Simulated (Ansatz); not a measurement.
## A computed series for SiSe2: pressure series

The reference is SiSe2 (space group Ibam, No. 72; a = 6.301 Å, b = 9.302 Å, c = 5.856 Å; made of chains).

Cell and atoms are relaxed at each pressure.

Computed with Kohn–Sham DFT with the PBEsol functional, run in Ansatz (a first-principles code) with PAW and 420 eV plane waves, no spin-orbit coupling.

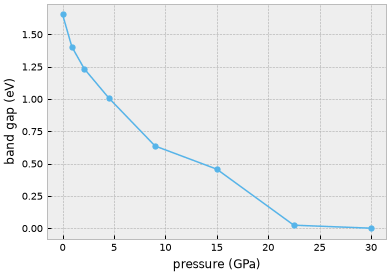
Fig. 1. Band gap against pressure

| pressure (GPa) | band gap |
|---|---|
| 0.9 | 1.40 eV |
| 2.1 | 1.23 eV |
| 4.5 | 1.01 eV |
| 9 | 0.64 eV |
| 15 | 0.46 eV |
| 22.5 | zero |
| 30 | zero |

A case with no gap was solved on a k-mesh chosen for an insulator, which is coarse for it. Load acts through the strain it causes; cell and atoms are relaxed under it. Whether these cells are dynamically stable was not tested. Competing high-pressure phases were not computed. All final runs are without spin polarisation. No dispersion term is included in the PBEsol runs. Gaps under 0.05 eV, about the width of the smearing, are given as zero. The zero or small gap of SiSe2 under pressure 22.5 GPa and SiSe2 under pressure 30 GPa can change with the level of theory.
